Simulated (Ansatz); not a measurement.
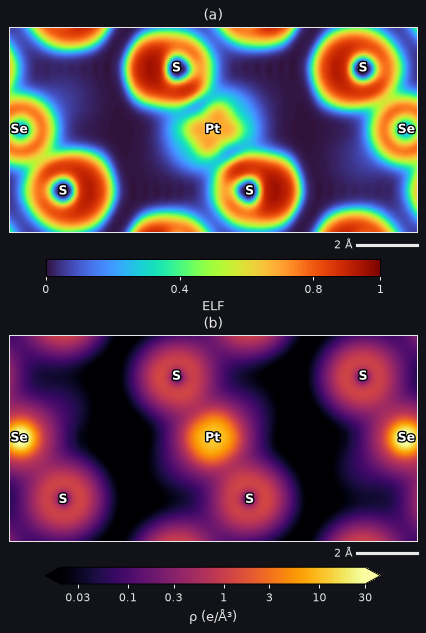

Figure. PtSeS₄. (a) electron localisation function; (b) valence charge density (pseudo) on the (110) plane of the conventional cell.

Space group P-3m1; a structure generated by program, which may or may not match a known phase.

Method: Ansatz 0.2.0, DFT PBE, scalar-relativistic, plane waves, PAW.

Interpret the plot.

Answer.
- Atoms in the plane: Pt, Se and S.
- Pt–S (2.40 Å): ρ is about 0.65 e/Å³ halfway; the ELF peaks at about 0.90 in the valence shell of S, 0.8 Å from its nucleus, and is about 0.45 at the midpoint.
- Se–S (2.53 Å): ρ is about 0.47 e/Å³ halfway; the ELF peaks at about 0.85 in the valence shell of S, 0.8 Å from its nucleus, and drops to about 0.60 between the two atoms.
- Between the atoms the lowest density in this plane is 0.003 e/Å³.
- The ELF also peaks beside S, away from the bonds: lone-pair regions.
- The features right at Pt lie inside the PAW spheres, where the map follows smoothed inner orbitals and isn't to be read closely.
